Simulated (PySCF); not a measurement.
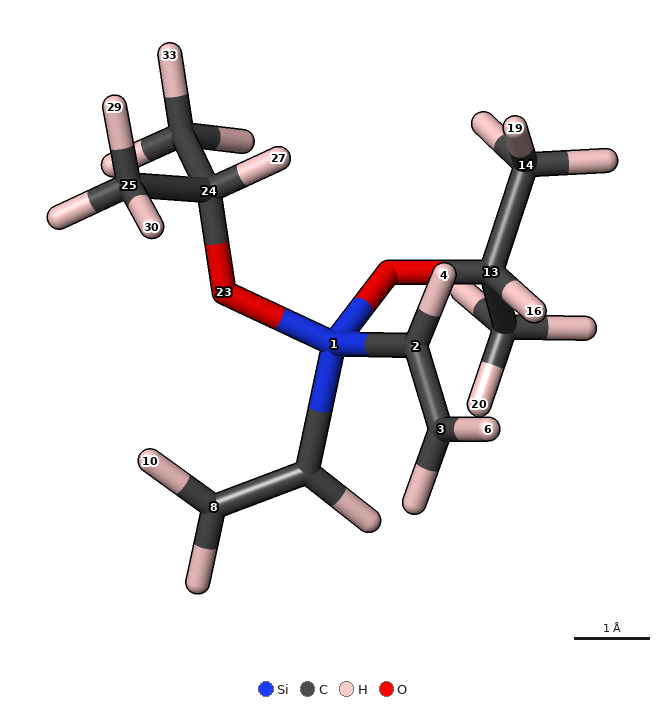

Fig. 1: The structure as given in the input (stick view, seen at a tilt; atoms are numbered from 1 in the order of the input).

C$_{10}$H$_{20}$O$_{2}$Si: NMR shielding calculation

The run: NMR shielding calculation of C$_{10}$H$_{20}$O$_{2}$Si (Si(vinyl)2(OiPr)2), SMILES C=C[Si](C=C)(OC(C)C)OC(C)C. Method and program: GIAO PBE0/pcSseg-1 NMR shielding, non-relativistic, gas phase (PySCF 2.14.0).

The geometry comes from this level: PBE0-D3(BJ)/def2-SVP. It belongs to a series of runs on one base structure; here: two ligands: Cl to OiPr. Figures and captions count atoms from 1; the log counts them from 0 in places.

## The program's output
```
coarse grid: 27056 points
cycle   1  E = -831.9544985409  dE =  1.281e+00  |g| = 1.007e+00  |ddm| = 4.960e+00
cycle   2  E = -831.7362452540  dE =  2.183e-01  |g| = 1.481e+00  |ddm| = 2.159e+00
cycle   3  E = -832.1522651042  dE = -4.160e-01  |g| = 1.930e-01  |ddm| = 1.519e+00
cycle   4  E = -832.1599711690  dE = -7.706e-03  |g| = 4.159e-02  |ddm| = 1.802e-01
cycle   5  E = -832.1603715437  dE = -4.004e-04  |g| = 9.525e-03  |ddm| = 3.763e-02
cycle   6  E = -832.1603858772  dE = -1.433e-05  |g| = 5.279e-03  |ddm| = 1.095e-02
cycle   7  E = -832.1603923519  dE = -6.475e-06  |g| = 6.878e-04  |ddm| = 4.191e-03
final grid: 253864 points
cycle   8  E = -832.2594156534  dE = -5.258e-05  |g| = 1.561e-02  |ddm| = 4.000e-02
cycle   9  E = -832.2593680082  dE =  4.765e-05  |g| = 2.246e-02  |ddm| = 2.611e-02
cycle  10  E = -832.2594662504  dE = -9.824e-05  |g| = 2.281e-03  |ddm| = 1.619e-02
cycle  11  E = -832.2594673490  dE = -1.099e-06  |g| = 2.173e-04  |ddm| = 2.139e-03
cycle  12  E = -832.2594673570  dE = -8.019e-09  |g| = 1.007e-04  |ddm| = 3.033e-04
cycle  13  E = -832.2594673591  dE = -2.156e-09  |g| = 3.445e-05  |ddm| = 1.192e-04
cycle  14  E = -832.2594673594  dE = -2.469e-10  |g| = 1.208e-05  |ddm| = 3.383e-05
```

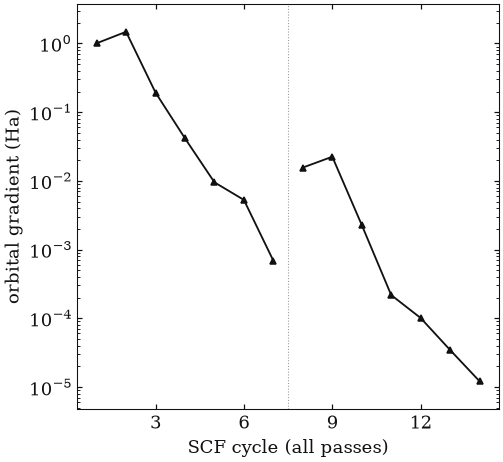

Fig. 2: Convergence of the self-consistent field: orbital gradient against the SCF cycle. The dotted line marks the change from a coarse to the final integration grid. The first 7 cycles use a coarse grid, the final grid takes over at cycle 8, and the field converges after 14 cycles in all.

```
converged SCF energy = -832.2594673594

GIAO shielding tensors (ppm)
atom      isotropic    diamagn.    paramagn.     s11        s22        s33       span
  0 Si     381.901     888.820    -506.919    368.995    383.011    393.699     24.704
  1 C       41.999     268.299    -226.300    -78.836     29.227    175.607    254.443
  2 C       36.448     254.775    -218.327    -95.666     40.235    164.777    260.443
  3 H       24.823      36.022     -11.199     21.141     25.271     28.056      6.915
  4 H       25.118      32.364      -7.246     21.241     23.975     30.140      8.900
  5 H       24.799      28.926      -4.127     21.342     24.206     28.849      7.507
  6 C       46.425     268.513    -222.087    -73.206     41.252    171.230    244.436
  7 C       35.644     255.969    -220.325    -95.017     34.900    167.048    262.065
  8 H       25.179      33.937      -8.758     22.394     25.249     27.895      5.502
  9 H       24.612      34.610      -9.998     21.343     22.463     30.030      8.687
 10 H       24.788      28.602      -3.814     21.705     24.133     28.526      6.821
 11 O      239.057     409.516    -170.459    224.299    240.238    252.634     28.335
 12 C      119.095     240.258    -121.163     89.176    110.430    157.677     68.501
 13 C      157.229     248.613     -91.384    138.488    149.159    184.039     45.551
 14 C      156.976     247.665     -90.689    138.855    148.540    183.533     44.678
 15 H       27.532      33.713      -6.181     23.896     29.035     29.665      5.769
 16 H       29.982      31.076      -1.094     27.458     28.246     34.240      6.782
 17 H       30.338      29.052       1.285     26.030     27.725     37.259     11.229
 18 H       29.868      32.485      -2.617     25.821     28.899     34.884      9.063
 19 H       29.996      31.715      -1.719     25.093     29.731     35.162     10.069
 20 H       30.015      30.527      -0.512     27.467     28.097     34.482      7.015
 21 H       30.340      28.518       1.822     26.024     27.738     37.259     11.234
 22 O      250.819     405.833    -155.014    210.362    258.552    283.542     73.180
 23 C      117.537     242.406    -124.869     86.489    111.037    155.086     68.597
 24 C      157.456     247.280     -89.824    139.034    148.805    184.529     45.495
 25 C      157.490     250.351     -92.861    139.801    149.234    183.435     43.635
 26 H       27.224      35.739      -8.515     23.538     28.560     29.573      6.035
 27 H       30.048      29.738       0.310     27.104     28.148     34.891      7.787
 28 H       30.350      28.388       1.962     26.224     27.700     37.127     10.903
 29 H       29.877      30.432      -0.555     25.460     28.746     35.426      9.966
 30 H       29.221      34.627      -5.406     23.398     29.911     34.354     10.956
 31 H       30.117      32.000      -1.883     27.599     28.004     34.748      7.149
 32 H       30.398      30.787      -0.389     26.286     27.826     37.083     10.797
```

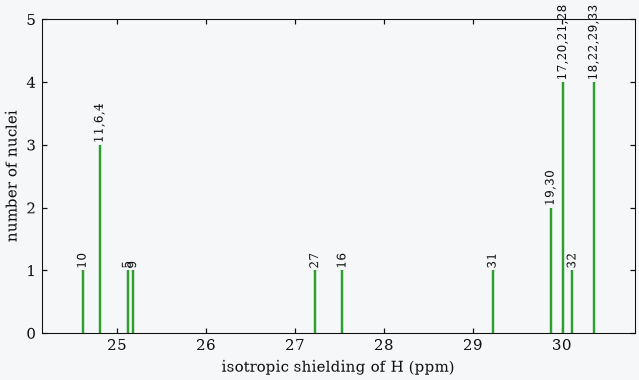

Fig. 3: Isotropic shieldings of the hydrogen nuclei in this fixed geometry, labelled by atom number; shielding grows to the right, so chemical shift grows to the left. The least shielded is H10 (24.6 ppm), the most shielded H33 (30.4 ppm).

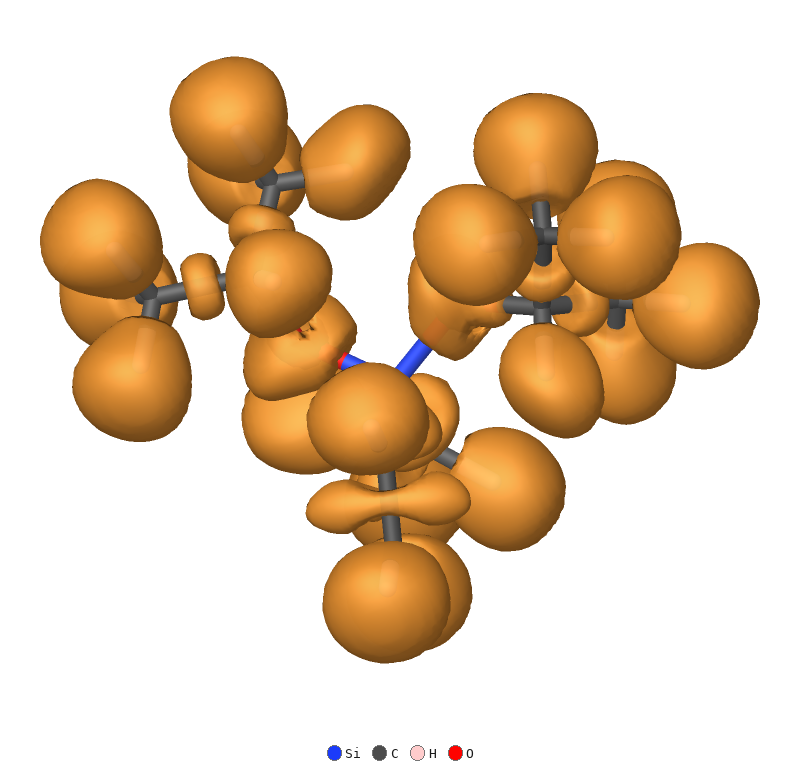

Fig. 4: Isosurface of the ELF at 0.75 (orange), seen at a tilt. Only the valence region is drawn (cores and ρ < 0.01 e/Å³ removed). Along the contacts the grid gives the following. C–C (1.34 Å): the ELF peaks at about 0.90 between the atoms; a double or triple bond. C–O (1.41 Å): the ELF peaks at about 0.90 between the atoms (a polar covalent bond).

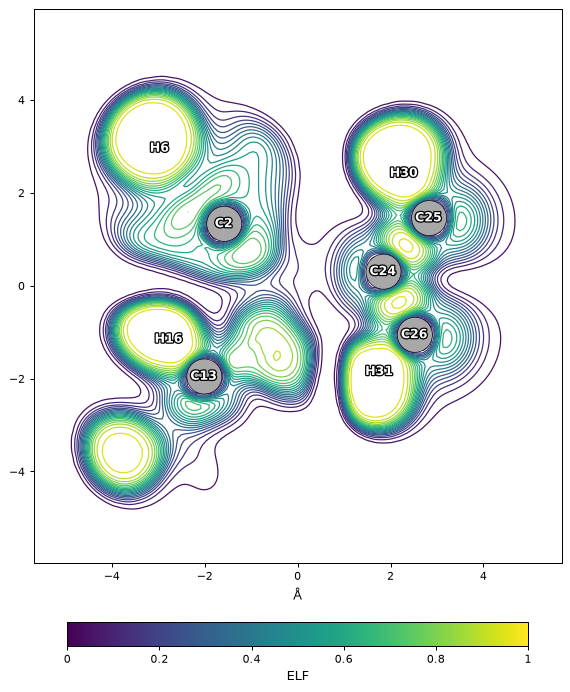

Fig. 5: Electron localisation function on the plane of atoms C24, C26 and H31. Grey discs, where drawn, cover atomic cores. Atoms in the plane: C and H. C–H (1.11 Å): the ELF climbs to about 1 towards the hydrogen, as it does in any bond to H (a covalent bond by its length). C–C (1.52 Å): the ELF peaks at about 0.95 between the atoms, which marks a shared electron pair.

The run was set up as follows.

## Input
```
{"job": {"kind": "nmr", "xc": "PBE0", "basis": "pcSseg-1"}, "charge": 0, "multiplicity": 1}
Si     0.695198    -0.370560     0.097306
C      0.895328    -0.434338     1.952107
C      2.042202    -0.769282     2.556013
H      0.032654    -0.193220     2.589241
H      2.939918    -1.024301     1.980425
H      2.142592    -0.814092     3.646663
C      2.319722    -0.611269    -0.770228
C      2.523131    -1.608243    -1.639456
H      3.142683     0.090800    -0.579148
H      1.728827    -2.328836    -1.861647
H      3.476538    -1.743529    -2.163334
O     -0.053073     1.071078    -0.282012
C      0.242987     2.343208     0.260664
C     -1.063532     3.017821     0.634268
C      1.050258     3.146013    -0.744474
H      0.848232     2.221692     1.181869
H     -1.697154     3.132389    -0.259052
H     -0.887472     4.013827     1.068006
H     -1.614066     2.410168     1.367495
H      1.989448     2.629164    -0.992094
H      0.476077     3.269496    -1.675689
H      1.297430     4.143542    -0.350092
O     -0.297204    -1.566821    -0.471876
C     -1.687735    -1.659428    -0.208714
C     -2.025938    -3.120275     0.014520
C     -2.461259    -1.036575    -1.356789
H     -1.928559    -1.098924     0.717079
H     -1.781296    -3.703607    -0.886822
H     -3.096415    -3.249681     0.234326
H     -1.442174    -3.526146     0.853458
H     -2.172285     0.017237    -1.474587
H     -2.233069    -1.567356    -2.294341
H     -3.546295    -1.091735    -1.178813
```

The first line tells a small driver script what to run in PySCF; the rest is the geometry in Å.

Command:
```bash
OMP_NUM_THREADS=2 python <driver script> task.json out
```

## Summary

| quantity | value |
| --- | --- |
| outcome | converged |
| total energy | −832.259467 hartree |
| HOMO | −7.57 eV |
| LUMO | −0.49 eV |
| dipole moment | 1.51 D |
| isotropic shielding, Si | 381.9 ppm |
| isotropic shielding, C | 35.6 to 157.5 ppm |
| isotropic shielding, H | 24.6 to 30.4 ppm |
| isotropic shielding, O | 239.1 to 250.8 ppm |
| hardware | 2 CPU threads, shared host |
| wall time | 2.7 min (CPU time 6.3 min) |
| peak memory | 2.6 GiB |
